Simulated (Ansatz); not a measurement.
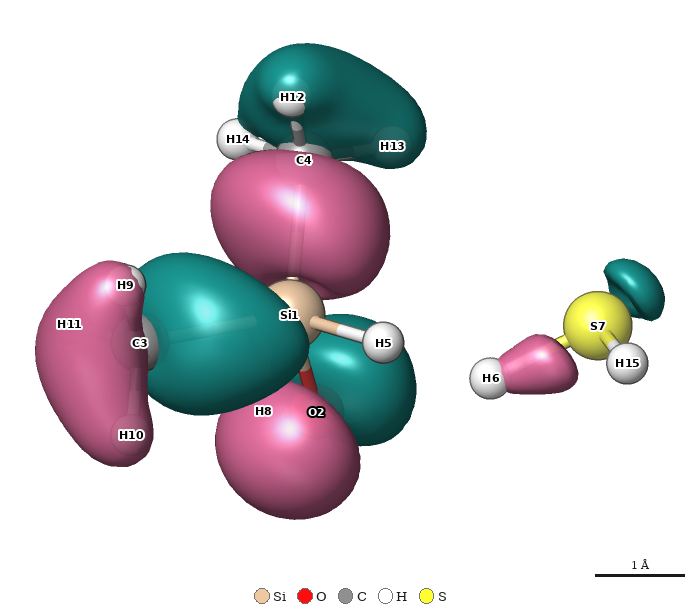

The picture shows: C2H8OSi···H2S. The HOMO−1 at ±0.1 Å⁻³ᐟ² (teal and pink are the two phases), seen at a tilt.

Theory: RKS PBE0-D4/def2-SVP in Ansatz 0.2.0.

The calculation's input:

```
crystal:
  periodic: [false, false, false]
  atoms:
    - { symbol: Si, position_ang: [0.026689, -0.401639, 0.008086] }
    - { symbol: O, position_ang: [1.443203, 0.179352, -0.80726] }
    - { symbol: C, position_ang: [-0.546748, -1.961038, -0.873348] }
    - { symbol: C, position_ang: [-1.354906, 0.868734, 0.01162] }
    - { symbol: H, position_ang: [0.496, -0.772658, 1.373893] }
    - { symbol: H, position_ang: [1.951079, 1.800295, 0.692891] }
    - { symbol: S, position_ang: [1.451265, 2.132123, 1.909796] }
    - { symbol: H, position_ang: [1.275534, 0.440492, -1.719169] }
    - { symbol: H, position_ang: [-1.376729, -2.433501, -0.323571] }
    - { symbol: H, position_ang: [0.275338, -2.689482, -0.941148] }
    - { symbol: H, position_ang: [-0.903366, -1.752431, -1.8948] }
    - { symbol: H, position_ang: [-2.341808, 0.369645, 0.016849] }
    - { symbol: H, position_ang: [-1.272493, 1.524221, 0.895221] }
    - { symbol: H, position_ang: [-1.302866, 1.519368, -0.882145] }
    - { symbol: H, position_ang: [2.179708, 1.176421, 2.532885] }
basis:
  gaussian: { orbitals: def2-SVP }
hamiltonian:
  xc: pbe0
  dispersion: d4
relax:
  f_tol: 0.03
  max_steps: 50
output:
  orbitals: {}
```

Launched as:

```sh
ansatz run input.yaml --threads 4 --pin off --max-ram 5120MiB --backend cpu --events-out ev --progress --plain --runs-dir out
```

The fields are those of the run's last geometry, not of the input's.

**Describe this orbital and give its energy.**

By Hirshfeld shares it lies mainly on O2 (about 30 %), C4 (about 20 %), C3 (about 15 %) and Si1 (about 15 %). Its energy is −8.27 eV.
